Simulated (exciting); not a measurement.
Al2O3, space group P-6m2, Al K edge of atom 1, with 3 O at 1.80 Å and 3 O at 2.18 Å (distorted octahedral, site symmetry 3m); the tensor is averaged over the atoms equivalent by symmetry. Method: exciting, all-electron LAPW+lo, LDA, exchange and screened direct term (singlet BSE), 6×6×1 shifted k points, 25 conduction bands, |G+q| up to 3 bohr⁻¹, full RPA screening with nempty = 50, Lorentzian half width 0.45 eV.

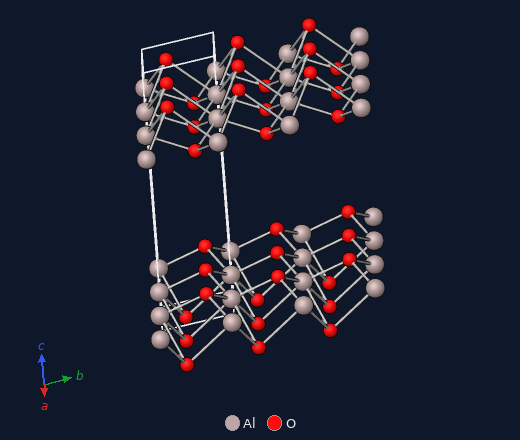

The structure (aluminium light grey, oxygen red). 3×3×1 cells are drawn. Some periodic images of atoms are drawn too.

```xyz
5
Lattice="2.8843 0.0000 0.0000 -1.4422 2.4979 0.0000 0.0000 0.0000 9.3368" Properties=species:S:1:pos:R:3 pbc="T T T"
Al    0.0000    0.0000    7.9363
Al    0.0000    0.0000    1.4004
O     0.0000    1.6653    7.2610
O     1.4422    0.8326    0.0000
O     0.0000    1.6653    2.0757
```

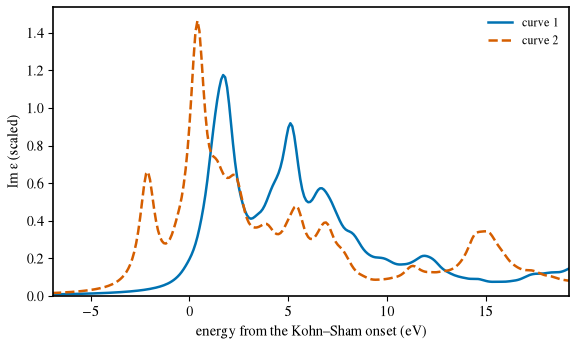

Energy from the Kohn–Sham onset, core level to the lowest empty state found on the meshes used; scaled to the maximum of the polarisation mean.

The curves are the diagonal elements of Im ε for ε ∥ c and ⊥ c. Which is which?

Curve 1: ε ⊥ c, maxima 1.7 eV (1.17), 5.1 eV (0.92) and 6.7 eV (0.57); 1 lower ones aren't listed. Curve 2: ε ∥ c, maxima -2.1 eV (0.66), 0.4 eV (1.46) and 5.4 eV (0.48); 3 lower ones aren't listed. A K edge probes the empty p states along ε, which follow the bonds' lengths and directions.

[Banner, clock and machine lines of the logs are left out without a mark of their own.]

[Logs are printed without paths, hosts, clocks, repeated set-up lines and the standing remarks that a program may print on its own settings, such as how far it seeks lower states.]

[Hosts, paths, dates, database ids (printed as entryN), source tags and the programs' standing remarks are cut or masked in the printed files.]
